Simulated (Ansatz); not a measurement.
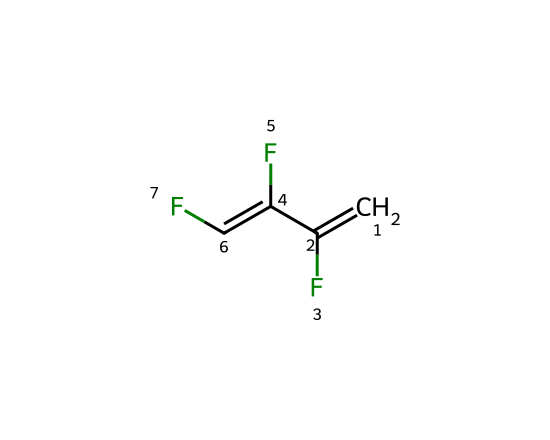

A structural formula, with wedges where it has stereocentres; small numbers name the atoms. The configuration is that of a computed structure (PBE-D4/def2-SVP).

Assign CIP descriptors.

Answer. C4=C6: Z.
